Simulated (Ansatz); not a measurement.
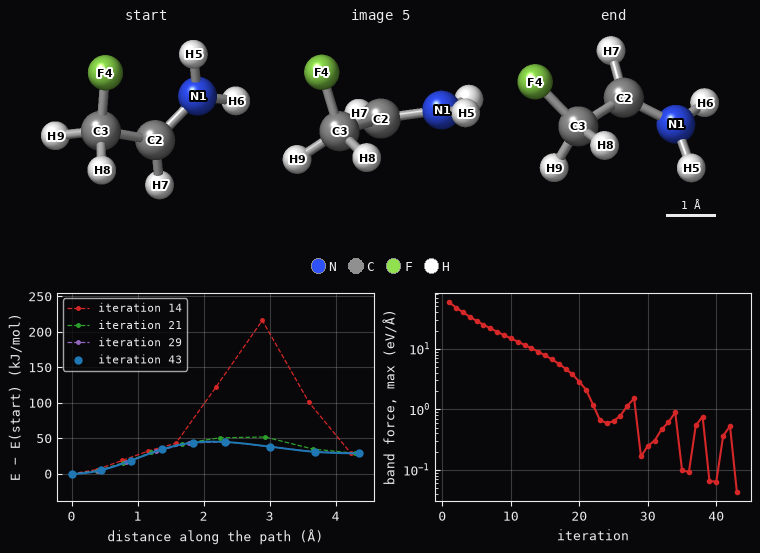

A nudged-elastic-band calculation for C2H5FN (charge +1). Images are numbered from 0 (start) to 8 (end). The plot follows the band through its iterations. The picture is a ball-and-stick view, seen at a tilt.

Computed with RKS PBE0/def2-SVP (Ansatz). Set-up: 7 movable images; climbing image; force threshold 0.05 eV/Å; iteration limit 60; optimiser L-BFGS; largest step 0.02 Å; starting path through a guess of the saddle point.

Question: How did the profile develop, and is the result final?

Answer: The run is converged, with reservations. The band converged in 43 iterations. The largest component of the band force went from 59 to 0.043 eV/Å. The climbing image converged on the top of the path. Its curvatures weren't checked. The step length is far from the usual. The first iteration put the highest image at 1900.5 kJ/mol. The highest point, image 5, lies 44.9 kJ/mol above the start and 15.9 kJ/mol above the end; the end is at +29.0 kJ/mol relative to the start.
